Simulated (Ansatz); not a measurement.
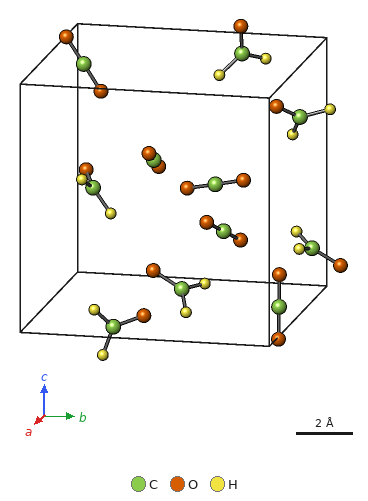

Starting frame of a dynamics run of a periodic cell with 5 CO2 + 6 H2CO at 0.868 g/cm³. Style: ball-and-stick. Shown: the simulation cell, slightly off an axis.

Computed with DFT PBE-D3(BJ), scalar-relativistic, plane waves, PAW (Ansatz).

The input:
```yaml
crystal:
  lattice:
    - [9.148165, 0.0, 0.0]
    - [0.0, 9.148165, 0.0]
    - [0.0, 0.0, 9.148165]
  atoms:
    - { symbol: C, position: [0.66217271, 0.45547634, 0.6349648] }
    - { symbol: O, position: [0.77756736, 0.46263511, 0.68985432] }
    - { symbol: O, position: [0.54658942, 0.44862958, 0.5800563] }
    - { symbol: C, position: [0.82567226, 0.9955283, 0.11344166] }
    - { symbol: O, position: [0.81651473, 0.99486537, 0.24114909] }
    - { symbol: O, position: [0.83459558, 0.99517673, -0.01444728] }
    - { symbol: C, position: [0.49991425, 0.13708386, 0.96441322] }
    - { symbol: O, position: [0.51204826, 0.06988121, 1.07275154] }
    - { symbol: O, position: [0.48829494, 0.20333043, 0.85530503] }
    - { symbol: C, position: [0.63404864, 0.72902267, 0.35676797] }
    - { symbol: O, position: [0.73904172, 0.68532469, 0.41549026] }
    - { symbol: O, position: [0.529213, 0.7726869, 0.29781001] }
    - { symbol: C, position: [0.07202027, 0.56614621, 0.39962093] }
    - { symbol: O, position: [0.03955316, 0.44575955, 0.36958218] }
    - { symbol: O, position: [0.1046133, 0.68649704, 0.43107842] }
    - { symbol: O, position: [0.14532348, 0.08491589, 0.11962786] }
    - { symbol: C, position: [0.18189671, -0.020641, 0.19218265] }
    - { symbol: H, position: [0.09882373, -0.10203695, 0.23460791] }
    - { symbol: H, position: [0.29829233, -0.04521015, 0.21620532] }
    - { symbol: O, position: [0.30979639, 0.10293268, 0.49045435] }
    - { symbol: C, position: [0.42361176, 0.15675464, 0.44831181] }
    - { symbol: H, position: [0.52918573, 0.13636967, 0.50636253] }
    - { symbol: H, position: [0.42860681, 0.22876362, 0.35006036] }
    - { symbol: O, position: [0.82816524, 0.45383225, 1.04849495] }
    - { symbol: C, position: [0.90281297, 0.34840248, 1.01606323] }
    - { symbol: H, position: [0.90743531, 0.30758512, 0.90092024] }
    - { symbol: H, position: [0.9697945, 0.28783388, 1.09763654] }
    - { symbol: O, position: [0.34234261, 0.87381441, 0.79657702] }
    - { symbol: C, position: [0.24904175, 0.94628585, 0.73519152] }
    - { symbol: H, position: [0.18008311, 0.90083627, 0.64577293] }
    - { symbol: H, position: [0.22617623, 1.06176079, 0.76711729] }
    - { symbol: O, position: [0.47371734, 0.40991293, 0.14143944] }
    - { symbol: C, position: [0.46526635, 0.52228769, 0.07126885] }
    - { symbol: H, position: [0.36523066, 0.5916249, 0.07279978] }
    - { symbol: H, position: [0.55831914, 0.5604362, 0.00217206] }
    - { symbol: O, position: [0.11809971, 0.67901895, 1.05391467] }
    - { symbol: C, position: [0.06795919, 0.67227902, 0.93150722] }
    - { symbol: H, position: [-0.02082685, 0.74687324, 0.89365226] }
    - { symbol: H, position: [0.1089996, 0.59086154, 0.84987767] }
basis:
  ecutwfc: 420.0
kpoints:
  mp_grid: { grid: [1, 1, 1] }
hamiltonian:
  xc: pbe
  dispersion: d3bj
scf:
  occupations: { method: fermi_dirac, width: 0.05 }
  lower_state_search: "off"
md:
  timestep: 0.5
  n_steps: 140
  ensemble: nvt_langevin
  temperature: 1500.0
  initial_velocities: maxwell_boltzmann
  seed: 993176
  friction: 0.02
```

Command:
```bash
ansatz run input.yaml --threads 1 --pin off --max-ram 3072MiB --backend cpu --events-out ev --progress --plain --runs-dir out
```

Predict how the run goes.

Answer. The mean temperature in the second half is 1138 K (standard deviation 98 K). The potential energy in the second half lies on average 103 meV per atom above the first frame. In the second half of the run the atoms are, in the root-mean-square, this far from where they began (common drift taken out): H 1.41 Å, C 0.54 Å, O 0.48 Å. The heavy atoms stay within a fraction of a molecule's size of their starting places, while the hydrogen atoms travel further, as molecules turn; so short a run doesn't tell a liquid from a solid.

Along the run (each row but the first and the last is the mean over the interval that it begins):

| time (fs) | potential energy (meV/atom) | T (K) |
| --- | --- | --- |
| 0.0 | 0.0 | 1462 |
| 8.5 | 61.7 | 1278 |
| 17.0 | 89.1 | 1120 |
| 25.5 | 91.8 | 1245 |
| 34.0 | 109.0 | 1184 |
| 42.5 | 98.8 | 1085 |
| 51.0 | 92.0 | 1250 |
| 59.5 | 110.8 | 1032 |
| 68.0 | 112.2 | 1114 |

The paths of the atoms:

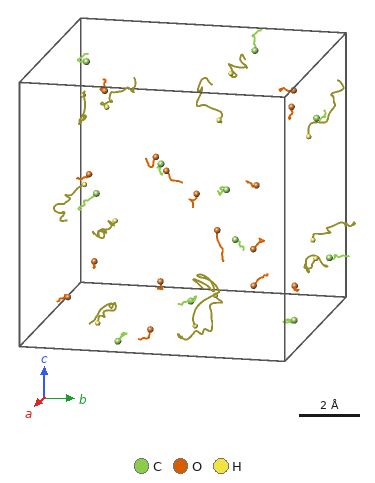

The run took 22 min on 1 thread of Arm Neoverse N1, on a shared host, peak memory 0.66 GiB.
